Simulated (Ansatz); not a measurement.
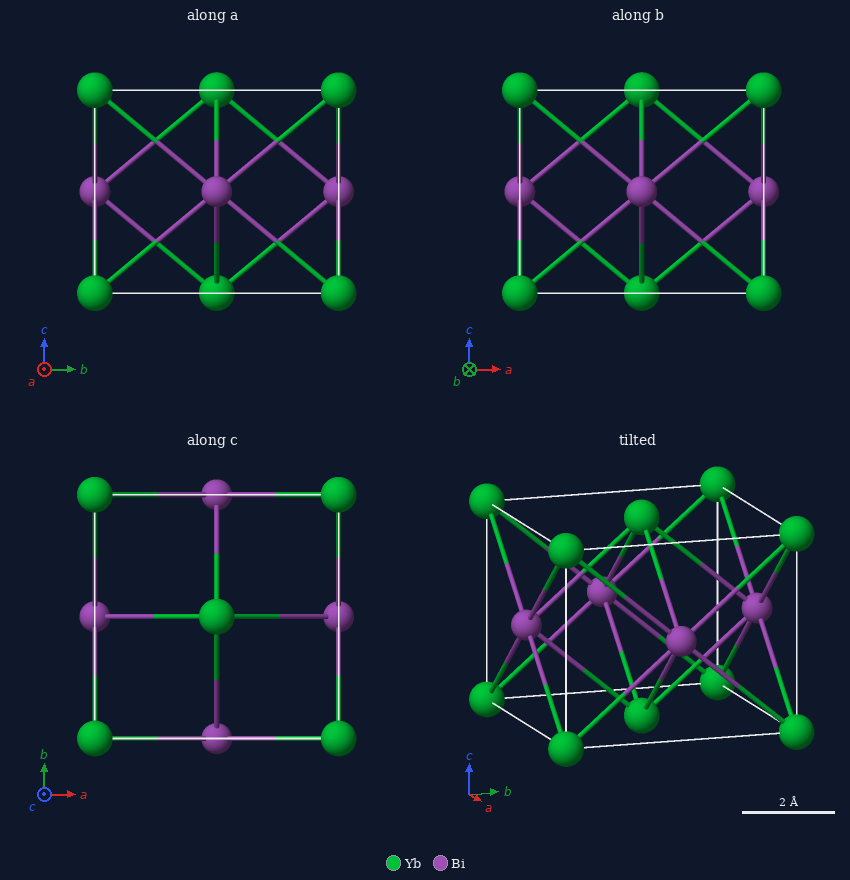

A ball-and-stick picture of a crystal structure, seen along the a axis, along the b axis, along the c axis and slightly off an axis. The outline marks the unit cell.

Lattice parameters: a = 5.3240 Å, b = 5.3240 Å, c = 4.4320 Å, α = 90.000°, β = 90.000°, γ = 90.000°.

### Give the structure in the form of a CIF in P1 with every atom of the cell.

```cif
data_structure
_symmetry_space_group_name_H-M 'P 1'
_symmetry_Int_Tables_number 1
_cell_length_a 5.3240
_cell_length_b 5.3240
_cell_length_c 4.4320
_cell_angle_alpha 90.000
_cell_angle_beta 90.000
_cell_angle_gamma 90.000
_cell_volume 125.62
loop_
_atom_site_label
_atom_site_type_symbol
_atom_site_fract_x
_atom_site_fract_y
_atom_site_fract_z
_atom_site_occupancy
Yb1 Yb 0.0000 0.0000 0.0000 1
Yb2 Yb 0.5000 0.5000 0.0007 1
Bi1 Bi 0.5000 0.0000 0.5003 1
Bi2 Bi 0.0000 0.5000 0.5003 1
```

It derives from a structure type filled with these elements by a generator (whether the compound takes this form wasn't checked). The cell was then strained or its atoms displaced on purpose. It was relaxed at fixed volume with DFT PBE+U, scalar-relativistic, plane waves, PAW in Ansatz 0.2.0.
